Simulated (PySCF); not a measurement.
# C2H3F3O (2,2,2-trifluoroethanol): the cost of one run

The runs use PySCF 2.14.0, with density-fitted response routines of our own; the level of theory stands in each step. All values are computed, except where a source is named. Atoms are numbered from 0 throughout.

## (1) The starting structure

9 atoms, charge 0, multiplicity 1; geometry from: MMFF94s.

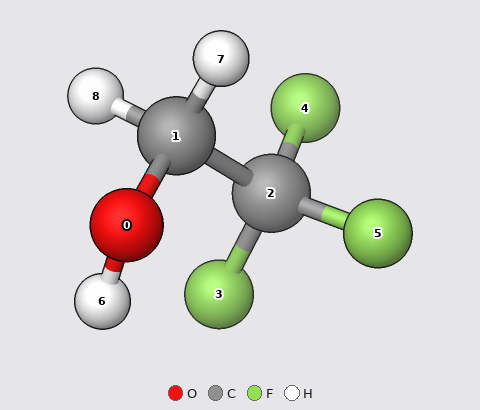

As it starts; oxygen red, carbon grey, fluorine green, hydrogen white, atoms numbered.

## (2) Optimising the geometry at PBE0-D3(BJ)/def2-SVP

What the job is given:

```
{"job": {"xc": "PBE0", "basis": "def2-SVP", "d3": "d3bj", "grid": 1, "kind": "geom"}, "charge": 0, "multiplicity": 1}
O     -1.637990    -0.216435     0.175403
C     -0.398720     0.483136     0.363396
C      0.823905    -0.280070    -0.139993
F      0.658546    -0.623887    -1.439188
F      1.939099     0.477033    -0.053724
F      1.034298    -1.412377     0.562849
H     -1.643658    -0.561519    -0.737247
H     -0.295063     0.694989     1.431588
H     -0.480417     1.439130    -0.163083
```

On the command line:

```sh
> OMP_NUM_THREADS=1 python probes_run.py task.json out
```

The driver reads the jobs from task.json and runs them one after another.

**Question.** How long does this first job take on 1 thread of Intel Xeon Platinum 8488C, shared host, and how much memory does it need?

About 33 s, with a peak of 0.41 GiB.
